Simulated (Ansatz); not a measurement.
How methods differ on CH6FNSn (SMILES [CH3][SnH]([NH2])[F])

CH6FNSn: 10 atoms, total charge 0, spin state singlet. SMILES: `[CH3][SnH]([NH2])[F]`. The shape is that of a PBE0-D4/def2-TZVP optimisation. This is one conformer, not always the lowest.

```jsonl
{"atom": "C", "x (Å)": "-1.0233", "y (Å)": "1.1869", "z (Å)": "0.3056"}
{"atom": "Sn", "x (Å)": "-0.0126", "y (Å)": "-0.4241", "z (Å)": "-0.6328"}
{"atom": "N", "x (Å)": "1.5222", "y (Å)": "-1.0852", "z (Å)": "0.4658"}
{"atom": "F", "x (Å)": "-1.3086", "y (Å)": "-1.8554", "z (Å)": "-0.5934"}
{"atom": "H", "x (Å)": "-1.1915", "y (Å)": "0.9354", "z (Å)": "1.3529"}
{"atom": "H", "x (Å)": "-0.4324", "y (Å)": "2.1007", "z (Å)": "0.2428"}
{"atom": "H", "x (Å)": "-1.9853", "y (Å)": "1.3425", "z (Å)": "-0.1813"}
{"atom": "H", "x (Å)": "0.4133", "y (Å)": "-0.3293", "z (Å)": "-2.2803"}
{"atom": "H", "x (Å)": "1.7197", "y (Å)": "-0.6107", "z (Å)": "1.3332"}
{"atom": "H", "x (Å)": "2.3816", "y (Å)": "-1.3120", "z (Å)": "-0.0097"}
```

Each level gives the electronic atomisation energy (eV). The values are calculated. Electronic energies at fixed atoms, without zero-point motion or spin-orbit coupling.

| level | kind | program | value (eV) | CPU time (all runs) |
| --- | --- | --- | --- | --- |
| HF/def2-SVP (core potential) | Hartree–Fock | Ansatz | 23.51 | 16 s |
| SVWN5/def2-SVP (core potential) | LDA | Ansatz | 38.65 | 7.6 s |
| PBE/def2-SVP (core potential) | GGA | Ansatz | 34.01 | 11 s |
| r2SCAN/def2-SVP (core potential) | meta-GGA | Ansatz | 33.46 | 26 s |
| B3LYP/def2-SVP (core potential) | global hybrid | Ansatz | 33.32 | 13 s |
| r2SCAN0/def2-SVP (core potential) | hybrid meta-GGA | Ansatz | 32.86 | 26 s |
| wB97X/def2-SVP (core potential) | range-separated hybrid | Ansatz | 33.83 | 47 s |
| PBE-QIDH/def2-SVP (core potential) | double hybrid | Ansatz | 32.80 | 17 s |
| CCSD/def2-SVP (core potential) | coupled cluster or CI | Ansatz | 31.32 | 36 s |

Correlated wave functions underbind in double-zeta sets. The values span 23.51 to 38.65 eV. In the correlated wave-function rows the outer d shell of Sn is correlated, in sets not made for it. In so small a basis fixed costs decide the times, and correlated methods can beat functionals. Times are those of the runs behind each value, whatever else they computed, on shared processors of several kinds: orders of magnitude only.

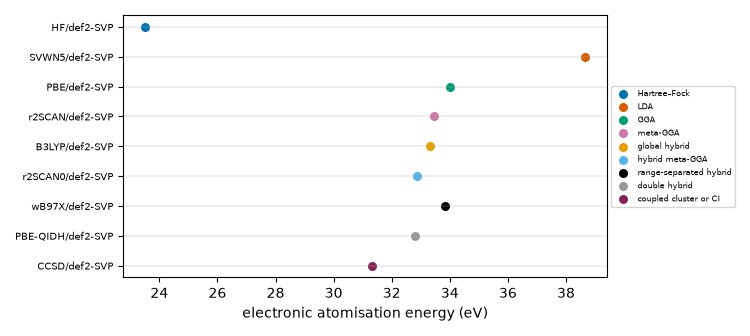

The values of the table, level by level.
